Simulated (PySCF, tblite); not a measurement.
**C4H8ClFSi: geometry, infrared bands and NMR shifts**

Aim: predict the infrared bands and NMR shifts of C4H8ClFSi (`C=C(C)[Si@](C)(F)Cl`).

Computed with tblite 0.8.0 and PySCF 2.14.0, with density-fitted response routines of our own, on a single molecule in the gas phase. Atoms count from 0, in the outputs and in this text.

## 1. The molecule as given

15 atoms, charge 0, multiplicity 1; geometry from: force field or distance geometry start.

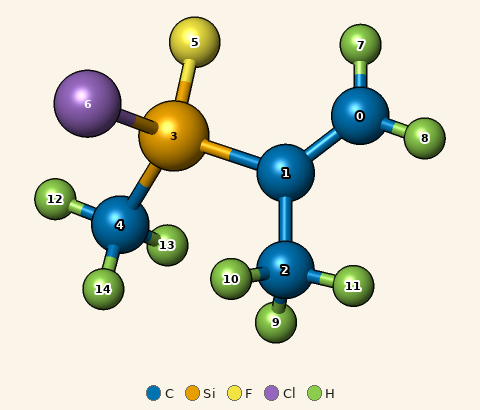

The starting geometry (carbon blue, silicon amber, fluorine yellow, chlorine purple, hydrogen green), atoms numbered; sticks join atoms by distance.

## 2. Relaxing the molecule with GFN2-xTB

The job: settings as JSON, then the geometry in Å.

```
{"job": {"kind": "relax", "xc": "GFN2-xTB", "basis": "xTB"}, "charge": 0, "multiplicity": 1}
C     -1.977300    -0.704900     0.620700
C     -0.892300    -0.000600     0.265100
C     -0.980000     1.338500    -0.384900
Si     0.841100    -0.626400     0.577600
C      2.006700    -0.373700    -0.801100
F      0.752800    -2.195900     0.934700
Cl     1.438300     0.417900     2.234400
H     -1.921800    -1.670900     1.109300
H     -2.980300    -0.320500     0.437400
H     -0.539600     1.323500    -1.380900
H     -0.498200     2.114700     0.207200
H     -2.036600     1.648500    -0.513600
H      3.000300    -0.752700    -0.559900
H      1.672200    -0.887400    -1.715500
H      2.110300     0.698000    -1.052300
```

Started as:

```sh
> OMP_NUM_THREADS=1 python probes_run.py task.json out
```

The driver reads the jobs from task.json and runs them one after another.

**Question.** This job is followed by: GFN2-xTB harmonic vibrations, gas phase; GIAO PBE0/pcSseg-1 NMR shielding, non-relativistic, gas phase. Predict these results of the whole session: strongest single infrared mode (GFN2-xTB); zero-point energy (GFN2-xTB); 13C shifts against TMS (PBE0/pcSseg-1); 1H shifts against TMS (PBE0/pcSseg-1, means over atoms taken as alike); 29Si shifts against TMS (PBE0/pcSseg-1); 19F shifts against CFCl3 (PBE0/pcSseg-1); 35Cl shifts against HCl (PBE0/pcSseg-1); surface potential, least and greatest.

**Answer**, as computed:

```
                                                              quantity                        value
                             strongest single infrared mode (GFN2-xTB)         845 cm⁻¹, 166 km/mol
                                          zero-point energy (GFN2-xTB)                69.4 kcal/mol
                                13C shifts against TMS (PBE0/pcSseg-1)  150.4, 136.6, 24.3, 3.2 ppm
1H shifts against TMS (PBE0/pcSseg-1, means over atoms taken as alike)   6.15, 5.91, 1.90, 0.53 ppm
                               29Si shifts against TMS (PBE0/pcSseg-1)                     14.7 ppm
                              19F shifts against CFCl3 (PBE0/pcSseg-1)                   -157.6 ppm
                               35Cl shifts against HCl (PBE0/pcSseg-1)                       53 ppm
                                 surface potential, least and greatest           -1.07 V and 1.03 V
```

**Reading.** Relaxing lowered the energy by 0.142 eV in 95 steps; the close pair that moved most is Si3–C4, from 1.823 to 1.894 Å. No mode is imaginary among the 39: a minimum at this level. The strongest single mode, at 845 cm⁻¹, moves mainly H14, Si3 and H12. Unscaled tight-binding wavenumbers are off by several per cent, some by more. Its intensities can rank the bands wrongly. C1 (fully substituted alkene carbon) lies farthest downfield among carbon, at 150.4 ppm; the olefinic region. At PBE0/pcSseg-1: The largest span, 240 ppm, is at C1, where the paramagnetic term is -229 ppm. By nearest atom (PBE0/pcSseg-1), the HOMO sits on C0, C1 about 37 % each and the LUMO on C0, C1 about 30 % each; H7, H8 about 9 % each.
